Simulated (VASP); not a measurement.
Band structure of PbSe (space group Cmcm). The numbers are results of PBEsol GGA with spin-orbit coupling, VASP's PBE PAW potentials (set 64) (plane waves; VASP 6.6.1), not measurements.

The path is coarsely sampled, so an indirect gap can come out somewhat too large.

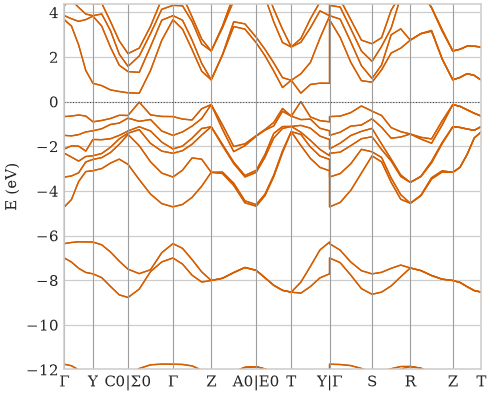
Fig. 1. Bands along high-symmetry lines, zero at the valence-band maximum or, without a gap, the Fermi level

Q: Read the plot: is there a gap, and where are the band edges?

A: The gap is indirect, 0.37 eV, from the valence maximum at T-Y at 0.25 to the conduction minimum at Σ0-Γ at 0.25.

The structure comes from a computed database's PbSe entry (Cmcm); how it stands against other phases isn't given here. It was relaxed first, which changed the volume by -6 %.
